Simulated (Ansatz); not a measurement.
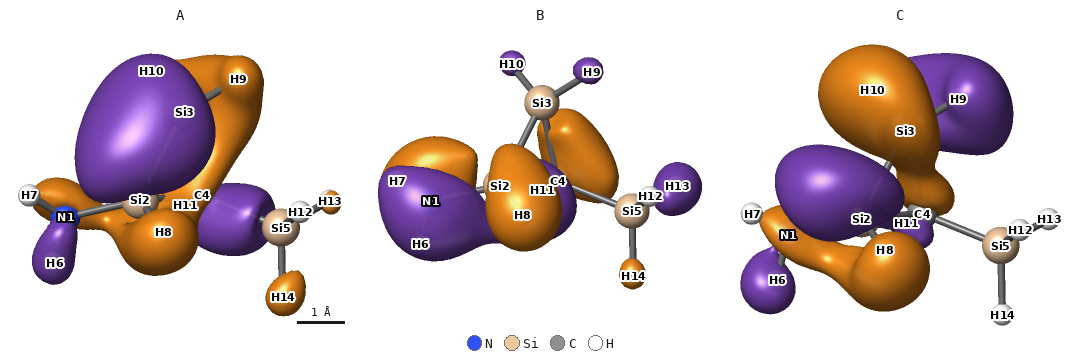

The picture shows: CH₉NSi₃ (SMILES N[SiH]1[SiH2]C1[SiH3]). Three frontier orbitals at ±0.08 Å⁻³ᐟ² (orange and purple are the two phases), in no order.

Theory: RKS PBE-D4/6-31G* (Ansatz 0.2.0).

| atom | x (Å) | y (Å) | z (Å) |
| --- | --- | --- | --- |
| N | -1.9634 | 1.8374 | 0.4186 |
| Si | -0.9803 | 0.4569 | 0.8323 |
| Si | 1.2569 | 0.7787 | 0.9269 |
| C | 0.2771 | -0.0528 | -0.5151 |
| Si | 0.5692 | -1.8738 | -0.8139 |
| H | -2.7911 | 1.6794 | -0.1603 |
| H | -2.1804 | 2.4961 | 1.1676 |
| H | -1.6353 | -0.7135 | 1.5132 |
| H | 2.1983 | -0.1140 | 1.6748 |
| H | 1.8519 | 2.1166 | 0.6173 |
| H | 0.2394 | 0.5438 | -1.4403 |
| H | 0.6000 | -2.6046 | 0.4988 |
| H | 1.8808 | -2.1300 | -1.5040 |
| H | -0.5209 | -2.4882 | -1.6503 |

### Which picture is the HOMO−1, the HOMO and the LUMO?

B is the HOMO−1 (−5.93 eV). By Hirshfeld shares it lies mainly on N1 (about 45 %), C4 (about 15 %), Si2 (about 15 %) and H8 (about 5 %). A is the HOMO (−5.47 eV). Its weight (Hirshfeld) is mainly on Si3 (about 35 %), Si2 (about 30 %) and C4 (about 15 %). C is the LUMO (−0.70 eV). By Hirshfeld shares it lies mainly on Si3 (about 40 %) and Si2 (about 30 %).

### What is the HOMO–LUMO gap?

4.77 eV between the orbital energies.
